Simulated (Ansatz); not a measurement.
## Run report: BH4ClO2, geometry relaxation

- system: BH4ClO2
- method: RKS PBE0/6-31G* (Ansatz 0.2.0)

The input holds or restrains some coordinates. It belongs to a series of runs on one base structure; here: pulled along the bonds that form and break, towards end A. Figures and captions count atoms from 1; the log counts them from 0 in places.

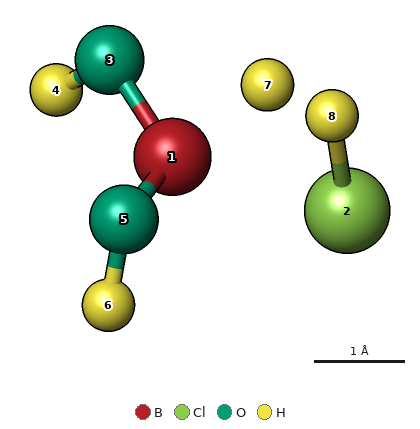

The structure as given in the input (ball-and-stick view, seen at a tilt; atoms are numbered from 1 in the order of the input). Bond lengths as drawn: B–O 1.41 Å, Cl–H 1.52 Å and H–O 1.01 Å.

**Key numbers**

```tsv
quantity	value
outcome	converged under the restraints of the input
total energy	−17351.0448 eV
mean-field energy	−17351.0448 eV
largest force (length of the vector) at the end, held atoms and coordinates included	1.509 eV/Å
hardware	1 thread of Arm Neoverse V1, 24 GiB of memory available, shared host
wall time	35 s
peak memory	0.14 GiB
```

**Input file**
```yaml
crystal:
  periodic: [false, false, false]
  atoms:
    - { symbol: B, position_ang: [0.0, 0.0, 0.0] }
    - { symbol: Cl, position_ang: [0.0, 0.0, 2.21] }
    - { symbol: O, position_ang: [1.2211, 0.0, -0.705] }
    - { symbol: H, position_ang: [1.5209, -0.9519, -0.8599] }
    - { symbol: O, position_ang: [-1.2211, 0.0, -0.705] }
    - { symbol: H, position_ang: [-1.7308, -0.8467, -0.4965] }
    - { symbol: H, position_ang: [0.0668, 1.4124, 0.4698] }
    - { symbol: H, position_ang: [0.0595, 1.2578, 1.3665] }
basis:
  gaussian: { orbitals: "6-31G*" }
hamiltonian:
  xc: pbe0
relax:
  f_tol: 0.15
  max_steps: 25
  restrain:
    - { distance: [0, 6], at: 2.39, k: 30.0 }
    - { distance: [7, 1], at: 2.57, k: 30.0 }
    - { distance: [0, 1], at: 1.86, k: 30.0 }
    - { distance: [7, 6], at: 0.66, k: 30.0 }
```

Launched with:
```bash
ansatz run input.yaml --threads 1 --pin off --max-ram 2048MiB --backend cpu --events-out ev --progress --plain --runs-dir out
```

**The program's output**
```
The last accepted step is kept in [file] (removed where the run ends without a failure and the disk answers)
Engine: ansatz 0.2.0, aarch64-unknown-linux-gnu
Functional definition: PBE0
  parameter a = 0.25
  parameter kappa = 0.804
  parameter beta = 0.06672455060314922
  exchange = (1 - a)*pbe_x(kappa = kappa, mu = beta*pi^2/3) + a*exact_x
  correlation = pbe_c(beta = beta)
761 factors; integrals over basis functions are off by at most 4.8e-4 eV
mean field evaluation 1: about -17341.8240 eV, gradient 5.7e1 eV
mean field evaluation 2: about -17331.4102 eV, gradient 9.4e1 eV
mean field evaluation 4: about -17347.4535 eV, gradient 2.8e0 eV
mean field evaluation 8: about -17347.4923 eV, gradient 2.8e-2 eV
mean field -17347.49225283 eV, -637.5085817388 hartree, gradient 2.8e-5 eV, S^2 0.000000; 0 other end points of the search recorded, 0 dependent functions left out
the calculation of the forces begins
reference -17347.49227135 eV, -637.5085824196 hartree; 21, 21 occupied and 51, 51 virtual orbitals, 761 factors
relax step   1: F+E_penalty+E_count = -17347.49225283 eV  Δ(F+E_penalty+E_count) = +0.000e0 eV  max|allowed force component| = 3.738e0 eV/Å  E_restraint = 31.60103198 eV  max|allowed force component, restraints' pulls added| = 2.903e1 eV/Å  Δτ_max = 0.0000 Å  (26 SCF iters, accepted)
  distance B 0 - H 6 = 1.4900 Å
  distance H 7 - Cl 1 = 1.5156 Å
  distance B 0 - Cl 1 = 2.2100 Å
  distance H 7 - H 6 = 0.9100 Å
these checks for a lower state are left out or cut short: starts, cluster_reference, orbital_swaps, neighbouring_geometries, increment
761 factors; integrals over basis functions are off by at most 6.2e-4 eV
mean field evaluation 16: about -17347.0343 eV, gradient 1.4e1 eV
mean field -17348.31079736 eV, -637.5386626955 hartree, gradient 6.5e-6 eV, S^2 0.000000; 0 other end points of the search recorded, 0 dependent functions left out
[... from here on the field's lines of each further geometry are left out, up to the last ...]
relax step   2: F+E_penalty+E_count = -17348.31079736 eV  Δ(F+E_penalty+E_count) = -8.185e-1 eV  max|allowed force component| = 2.249e0 eV/Å  E_restraint = 14.77437863 eV  max|allowed force component, restraints' pulls added| = 2.026e1 eV/Å  Δτ_max = 0.1938 Å  (34 SCF iters, accepted)
relax step   3: F+E_penalty+E_count = -17348.82361193 eV  Δ(F+E_penalty+E_count) = -5.128e-1 eV  max|allowed force component| = 4.292e0 eV/Å  E_restraint = 4.47632943 eV  max|allowed force component, restraints' pulls added| = 1.128e1 eV/Å  Δτ_max = 0.1948 Å  (33 SCF iters, accepted)
relax step   4: F+E_penalty+E_count = -17349.61196506 eV  Δ(F+E_penalty+E_count) = -7.884e-1 eV  max|allowed force component| = 3.004e0 eV/Å  E_restraint = 0.53256147 eV  max|allowed force component, restraints' pulls added| = 4.332e0 eV/Å  Δτ_max = 0.1949 Å  (30 SCF iters, accepted)
relax step   5: F+E_penalty+E_count = -17350.34887644 eV  Δ(F+E_penalty+E_count) = -7.369e-1 eV  max|allowed force component| = 1.619e0 eV/Å  E_restraint = 0.05392158 eV  max|allowed force component, restraints' pulls added| = 1.732e0 eV/Å  Δτ_max = 0.1945 Å  (29 SCF iters, accepted)
relax step   6: F+E_penalty+E_count = -17350.60480952 eV  Δ(F+E_penalty+E_count) = -2.559e-1 eV  max|allowed force component| = 1.427e0 eV/Å  E_restraint = 0.05430461 eV  max|allowed force component, restraints' pulls added| = 1.094e0 eV/Å  Δτ_max = 0.2000 Å  (28 SCF iters, accepted)
relax step   7: F+E_penalty+E_count = -17350.76571913 eV  Δ(F+E_penalty+E_count) = -1.609e-1 eV  max|allowed force component| = 1.303e0 eV/Å  E_restraint = 0.04870496 eV  max|allowed force component, restraints' pulls added| = 6.858e-1 eV/Å  Δτ_max = 0.2000 Å  (28 SCF iters, accepted)
relax step   8: F+E_penalty+E_count = -17350.93890301 eV  Δ(F+E_penalty+E_count) = -1.732e-1 eV  max|allowed force component| = 1.228e0 eV/Å  E_restraint = 0.04826974 eV  max|allowed force component, restraints' pulls added| = 7.033e-1 eV/Å  Δτ_max = 0.2000 Å  (28 SCF iters, accepted)
relax step   9: F+E_penalty+E_count = -17351.03839185 eV  Δ(F+E_penalty+E_count) = -9.949e-2 eV  max|allowed force component| = 1.338e0 eV/Å  E_restraint = 0.04440918 eV  max|allowed force component, restraints' pulls added| = 1.556e-1 eV/Å  Δτ_max = 0.2000 Å  (28 SCF iters, accepted)
relax step  10: F+E_penalty+E_count = -17351.04093857 eV  Δ(F+E_penalty+E_count) = -2.547e-3 eV  max|allowed force component| = 1.335e0 eV/Å  E_restraint = 0.04552842 eV  max|allowed force component, restraints' pulls added| = 2.688e-1 eV/Å  Δτ_max = 0.0514 Å  (28 SCF iters, accepted)
the calculation of the forces begins
reference -17351.04479897 eV, -637.6391354017 hartree; 21, 21 occupied and 51, 51 virtual orbitals, 761 factors
relax step  11: F+E_penalty+E_count = -17351.04478167 eV  Δ(F+E_penalty+E_count) = -3.843e-3 eV  max|allowed force component| = 1.325e0 eV/Å  E_restraint = 0.04500902 eV  max|allowed force component, restraints' pulls added| = 3.256e-2 eV/Å  Δτ_max = 0.0387 Å  (29 SCF iters, accepted)
  distance B 0 - H 6 = 2.3986 Å
  distance H 7 - Cl 1 = 2.5795 Å
  distance B 0 - Cl 1 = 1.8384 Å
  distance H 7 - H 6 = 0.7087 Å
761 factors; integrals over basis functions are off by at most 1.0e-3 eV
mean field evaluation 96: about -17351.0448 eV, gradient 4.7e-2 eV
```

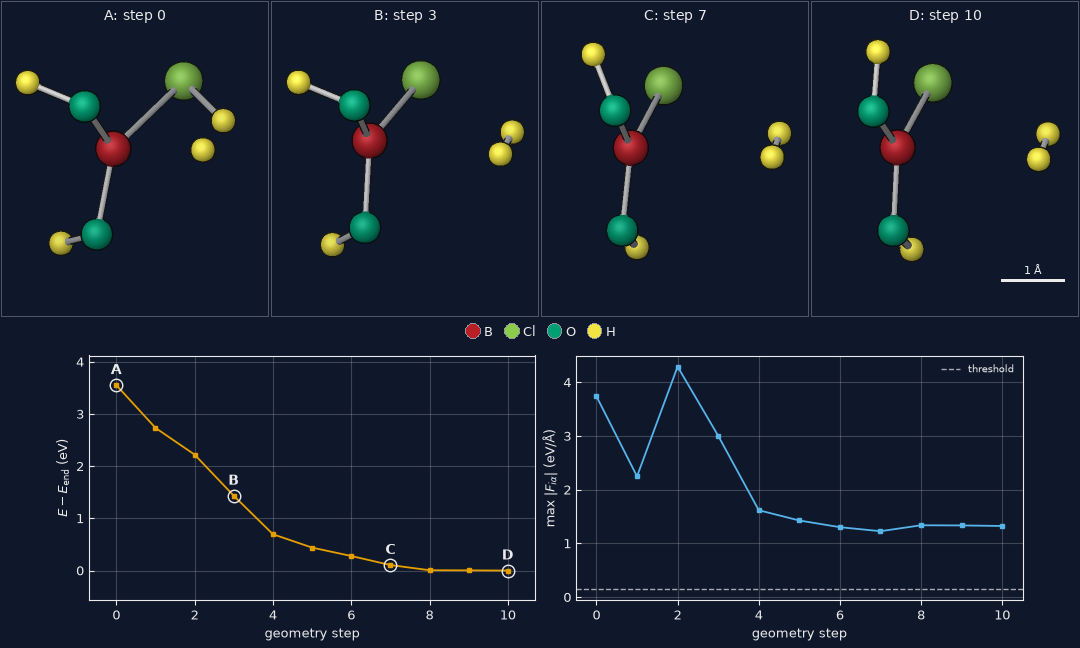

Frames of the restrained relaxation (ball-and-stick view, seen at a tilt) above the curves, on which the letters mark them (the first geometry is step 0 here and step 1 in the log).

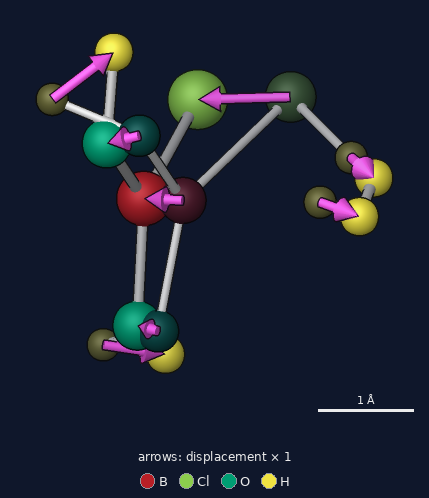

Start (faint) and end (solid) with the displacements as pink arrows, at true length (ball-and-stick view, seen at a tilt). The two geometries are laid on each other by the best rigid fit. Cl2 moves most after the best rigid fit: 0.98 Å. By element the largest moves are Cl 0.98 Å, H 0.82 Å, B 0.44 Å, O 0.38 Å. Among the contacts that change: Cl2–H8 1.516 → 2.580 Å, B1–Cl2 2.210 → 1.838 Å, H7–H8 0.910 → 0.709 Å, B1–O3 1.410 → 1.347 Å. New bonds form: H7–H8 (0.91 → 0.71 Å). Bonds break: Cl2–H8 (1.52 → 2.58 Å). Among the angles that change: B1–O5–H6 109.5° → 112.8°, B1–O3–H4 109.5° → 112.6°. Over 10 geometry steps the energy falls by 3.553 eV. Largest force component: 3.7 eV/Å at the start, 1.3 eV/Å at the end. (Atoms are counted from 1 in the order of the input.)

```
mean field -17351.04478167 eV, -637.6391347657 hartree, gradient 1.3e-5 eV, S^2 0.000000; 1 other end points of the search recorded, 0 dependent functions left out
the calculation of the forces begins
reference -17351.04479897 eV, -637.6391354017 hartree; 21, 21 occupied and 51, 51 virtual orbitals, 761 factors
Total energy: -17351.04479897 eV, -637.6391354017 hartree
Atom 0 at    -0.035066    -0.429368    -0.095562 Å, force     0.045752    -0.391311     0.567542 eV/Å
Atom 1 at     0.057557    -0.830247     1.696189 Å, force    -0.039475    -0.141797    -0.554277 eV/Å
Atom 2 at     1.094028    -0.352379    -0.825588 Å, force     0.001036    -0.003119     0.002452 eV/Å
Atom 3 at     1.886460    -0.511502    -0.300622 Å, force    -0.003013     0.002748    -0.001410 eV/Å
Atom 4 at    -1.231769    -0.254983    -0.686521 Å, force    -0.032562    -0.002192    -0.009153 eV/Å
Atom 5 at    -1.967809    -0.339558    -0.069996 Å, force     0.011174    -0.004351    -0.003223 eV/Å
Atom 6 at     0.038616     1.906302     0.445135 Å, force    -0.065066     0.718258    -1.325059 eV/Å
Atom 7 at     0.074383     1.683335     1.116866 Å, force     0.082155    -0.178236     1.323127 eV/Å
Dipole moment:     0.006211    -0.001862     0.142370 e Å
```

**Trajectory as extended XYZ (Å, eV, eV/Å), 11 frames, from step=1 to step=11**
```
8
Properties=species:S:1:pos:R:3:forces:R:3 step=1 energy=-17347.49225
B     0.0000    0.0000    0.0000    0.2490   3.7384  -1.5749
Cl    0.0000    0.0000    2.2100   -0.1598  -2.7794   1.1156
O     1.2211    0.0000   -0.7050   -0.4778  -2.7501   1.5296
H     1.5209   -0.9519   -0.8599   -0.3913   1.7004   0.0963
O    -1.2211    0.0000   -0.7050    0.1637  -2.7920   2.1278
H    -1.7308   -0.8467   -0.4965    0.5965   1.6335  -0.4097
H     0.0668    1.4124    0.4698   -0.0118   0.8143  -1.0263
H     0.0595    1.2578    1.3665    0.0315   0.4349  -1.8584
8
Properties=species:S:1:pos:R:3:forces:R:3 step=2 energy=-17348.31080
B    -0.0028   -0.1193    0.0334    0.1076   1.7968  -0.5714
Cl   -0.0087   -0.1769    2.2085   -0.1314  -2.2491  -1.4415
O     1.2102   -0.0239   -0.6816   -1.2544  -1.6313   1.6837
H     1.5233   -0.9448   -0.8631   -0.0538   0.9837   0.1072
O    -1.2127   -0.0236   -0.6806    1.2825  -1.8260   1.8310
H    -1.7346   -0.8410   -0.5001   -0.0363   0.9650   0.0251
H     0.0750    1.5941    0.5203    0.0480   1.3213  -1.1731
H     0.0667    1.4071    1.2432    0.0378   0.6397  -0.4610
8
Properties=species:S:1:pos:R:3:forces:R:3 step=3 energy=-17348.82361
B    -0.0067   -0.2624    0.0857    0.2089   2.3114  -0.5281
Cl   -0.0174   -0.3583    2.1605   -0.0730  -1.2845  -2.7311
O     1.1858   -0.0404   -0.6534   -1.3830  -1.6401   1.9009
H     1.5262   -0.9344   -0.8618    0.2720   0.5723  -0.0267
O    -1.1880   -0.0437   -0.6541    1.4700  -1.8715   1.7880
H    -1.7408   -0.8304   -0.4972   -0.5543   0.5723   0.1185
H     0.0820    1.7551    0.5330    0.0738   1.8422  -4.2920
H     0.0753    1.5862    1.1672   -0.0144  -0.5022   3.7706
8
Properties=species:S:1:pos:R:3:forces:R:3 step=4 energy=-17349.61197
B    -0.0080   -0.3366    0.1316    0.2487   2.1659  -0.7352
Cl   -0.0252   -0.5240    2.0582   -0.0427  -0.6700  -2.4231
O     1.1676   -0.0711   -0.6090   -0.9956  -1.2889   1.7267
H     1.5333   -0.9348   -0.8596    0.3431   0.2889  -0.0654
O    -1.1624   -0.0830   -0.6235    1.1374  -1.5962   1.4208
H    -1.7598   -0.8291   -0.4830   -0.7225   0.3448   0.2255
H     0.0883    1.9094    0.5054    0.0424   1.1661  -3.0044
H     0.0827    1.7408    1.1598   -0.0108  -0.4106   2.8552
8
Properties=species:S:1:pos:R:3:forces:R:3 step=5 energy=-17350.34888
B    -0.0046   -0.3133    0.1015    0.1304   0.4741  -0.9202
Cl   -0.0434   -0.6394    1.9027   -0.1086  -0.3113  -1.0010
O     1.1966   -0.1115   -0.5685   -0.6898  -0.2563   0.9544
H     1.5664   -0.9614   -0.8369    0.1876   0.0849  -0.0513
O    -1.1503   -0.1786   -0.6618    0.3085  -1.3798   1.0205
H    -1.8284   -0.8290   -0.3773    0.1540   0.9239   0.0734
H     0.0927    2.0467    0.5213    0.0226   0.6930  -1.6185
H     0.0873    1.8581    1.1989   -0.0047  -0.2287   1.5427
8
Properties=species:S:1:pos:R:3:forces:R:3 step=6 energy=-17350.60481
B    -0.0219   -0.3221    0.0419   -0.0511  -0.0161  -0.1965
Cl   -0.0788   -0.7065    1.8289   -0.0775  -0.2842  -0.6580
O     1.1722   -0.0672   -0.5743   -0.1937  -0.3237   0.0992
H     1.6898   -0.8703   -0.7295    0.0363   0.2626   0.1678
O    -1.1694   -0.2589   -0.6931   -0.1534  -0.8550   0.8651
H    -1.9061   -0.7171   -0.2309    0.4464   0.7253  -0.2581
H     0.1171    2.0258    0.4860    0.0108   0.7558  -1.4273
H     0.1135    1.7879    1.1510   -0.0176  -0.2647   1.4077
8
Properties=species:S:1:pos:R:3:forces:R:3 step=7 energy=-17350.76572
B    -0.0297   -0.3354   -0.0297    0.0962  -0.3432   0.3885
Cl   -0.0563   -0.7548    1.7552    0.0142  -0.2728  -0.5030
O     1.1460   -0.0871   -0.6587    0.1916  -0.6858  -0.2479
H     1.7905   -0.8144   -0.5660   -0.2598   0.6567   0.2273
O    -1.1983   -0.2927   -0.7028   -0.5485  -0.3363   0.6123
H    -1.9368   -0.5929   -0.1283    0.5238   0.4641  -0.4825
H     0.0848    2.0024    0.4750   -0.0607   0.7650  -1.2973
H     0.1160    1.7466    1.1352    0.0432  -0.2478   1.3027
8
Properties=species:S:1:pos:R:3:forces:R:3 step=8 energy=-17350.93890
B    -0.0249   -0.3742   -0.0826   -0.0748  -0.3466   0.6025
Cl    0.0098   -0.8040    1.7040    0.0615  -0.2395  -0.5011
O     1.1262   -0.1689   -0.7567    0.2707  -0.7033  -0.0207
H     1.8507   -0.7176   -0.4017   -0.2898   0.6040  -0.0438
O    -1.2230   -0.2885   -0.6927   -0.2058   0.0227   0.2113
H    -1.9506   -0.4444   -0.0672    0.2463   0.1335  -0.2662
H     0.0626    1.9609    0.4562   -0.0033   0.7280  -1.2099
H     0.0657    1.7084    1.1205   -0.0047  -0.1988   1.2278
8
Properties=species:S:1:pos:R:3:forces:R:3 step=9 energy=-17351.03839
B    -0.0328   -0.4207   -0.0946    0.0201  -0.5195   0.5350
Cl    0.0604   -0.8233    1.6973   -0.0242  -0.1141  -0.5565
O     1.0956   -0.3270   -0.8252    0.1278  -0.0897   0.1186
H     1.8879   -0.5422   -0.3131   -0.1556   0.1015  -0.0857
O    -1.2326   -0.2951   -0.6929   -0.0353   0.1377   0.0161
H    -1.9709   -0.3248   -0.0729    0.0582  -0.0501  -0.0157
H     0.0498    1.9130    0.4542   -0.0138   0.7178  -1.3384
H     0.0591    1.6917    1.1272    0.0227  -0.1835   1.3267
8
Properties=species:S:1:pos:R:3:forces:R:3 step=10 energy=-17351.04094
B    -0.0335   -0.4461   -0.1053    0.0913  -0.1634   0.6116
Cl    0.0551   -0.8127    1.6949   -0.0309  -0.2337  -0.5845
O     1.0972   -0.3649   -0.8328   -0.0776  -0.0474  -0.0481
H     1.8914   -0.5190   -0.3113    0.0365  -0.0161   0.0462
O    -1.2295   -0.2439   -0.6901    0.0338  -0.1064  -0.0002
H    -1.9539   -0.3356   -0.0619   -0.0726   0.0111  -0.0056
H     0.0404    1.8880    0.4507   -0.0135   0.6548  -1.3354
H     0.0492    1.7058    1.1358    0.0330  -0.0989   1.3159
8
Properties=species:S:1:pos:R:3:forces:R:3 step=11 energy=-17351.04478
B    -0.0351   -0.4294   -0.0956    0.0458  -0.3913   0.5675
Cl    0.0576   -0.8302    1.6962   -0.0395  -0.1418  -0.5543
O     1.0940   -0.3524   -0.8256    0.0010  -0.0031   0.0025
H     1.8865   -0.5115   -0.3006   -0.0030   0.0027  -0.0014
O    -1.2318   -0.2550   -0.6865   -0.0326  -0.0022  -0.0092
H    -1.9678   -0.3396   -0.0700    0.0112  -0.0044  -0.0032
H     0.0386    1.9063    0.4451   -0.0651   0.7183  -1.3251
H     0.0744    1.6833    1.1169    0.0822  -0.1782   1.3231
```
